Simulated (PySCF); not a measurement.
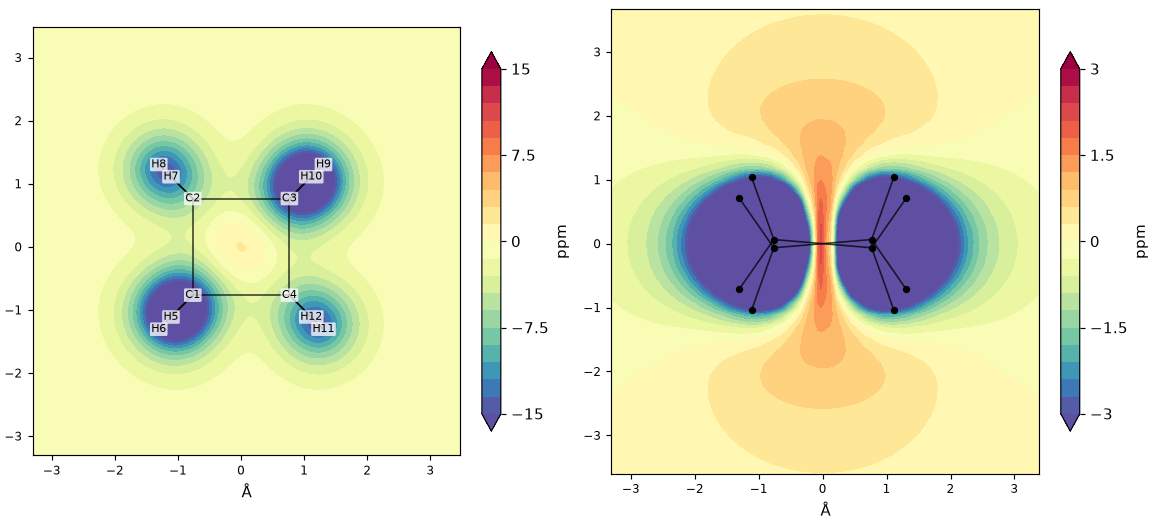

Figure. C$_{4}$H$_{8}$, SMILES `C1CCC1`. Isotropic NICS 1.0 Å above the plane of the 4-membered ring C1/C2/C3/C4 (left) and isotropic NICS in a plane perpendicular to the same ring (right); GIAO shieldings; atoms are projected onto the map; negative values mean shielding.

Computed with PySCF, B3LYP/def2-SVPD, geometry: GFN2-xTB. No frequency check shows the geometry to be a minimum.

Input script:

```python
import numpy as np
from pyscf import gto, scf, dft
from pyscf.prop import nmr
from pyscf.data import nist

def solve(mol, dm0=None, hcore=None):
    mf = (dft.UKS if mol.spin else dft.RKS)(mol, xc='b3lyp')
    mf.grids.level = 3
    mf.conv_tol, mf.max_cycle = 1e-8, 80
    if hcore is not None:
        mf.get_hcore = lambda *args: hcore
    mf.kernel(dm0)
    if not mf.converged:
        mf = mf.newton().run(mf.mo_coeff, mf.mo_occ, max_cycle=30)
    assert mf.converged, 'SCF not converged'
    return mf

mol = gto.M(atom='''
C      0.76554     0.76555     0.06440
C      0.76554    -0.76555    -0.06440
C     -0.76554    -0.76555     0.06440
C     -0.76554     0.76555    -0.06440
H      1.11174     1.11164     1.03619
H      1.30534     1.30511    -0.71115
H      1.11174    -1.11164    -1.03619
H      1.30534    -1.30511     0.71115
H     -1.30534    -1.30511    -0.71115
H     -1.11174    -1.11164     1.03619
H     -1.30534     1.30511     0.71115
H     -1.11174     1.11164    -1.03619
''', basis='def2-svpd', charge=0, spin=0, verbose=4)
mf = solve(mol)
vxc = nmr.rks.get_vxc_giao  # smaller grid blocks
nmr.rks.get_vxc_giao = lambda *a, **k: vxc(*a, **{**k, 'max_memory': 300})
calc = nmr.RKS(mf)
calc.cphf = True
nuclei = calc.kernel()
mo1 = calc.mo10
# ring centres and points 1 angstrom above and below them
points = np.array([
    [0.0000, 0.0000, 0.0000],
    [0.0000, 0.0000, 1.0000],
    [0.0000, 0.0000, -1.0000],
]) / nist.BOHR
mol.atom_coord = lambda i, unit='Bohr': points[i]
idx = range(len(points))
sigma = (calc.dia(shielding_nuc=idx) + calc.para(mo10=mo1, shielding_nuc=idx)[0]) * nist.ALPHA**2 * 1e6
for p, t in zip(points, sigma):
    print('NICS at %8.4f %8.4f %8.4f  %8.2f ppm' % (*(p * nist.BOHR), -t.trace() / 3))
occ = mf.mo_coeff[:, mf.mo_occ > 0]
dm1 = np.array([mf.mo_coeff @ (2 * x) @ occ.T for x in mo1])
np.savez('result.npz', sigma=sigma, nuclei=nuclei, dm0=mf.make_rdm1(), dm1=dm1, e=mf.e_tot, eps=mf.mo_energy, occ=mf.mo_occ)
```

Run with:

```sh
OMP_NUM_THREADS=1 python input.py
```

The run took 19 s on 1 thread of AMD EPYC 9R45 96-Core Processor (Zen 5), with other jobs on the host, peak memory 1 GiB.

The script gives the values at the ring points; maps and scans were evaluated afterwards from its response orbitals, outside that time.

Question: What does the map say about the ring?

Answer: It is neither clearly shielded nor deshielded above its centre; its σ bonds alone give such values, so they don't measure π aromaticity: NICS(0) = +2.8, NICS(1) = +1.6, NICS(1)zz = +6.1 ppm.
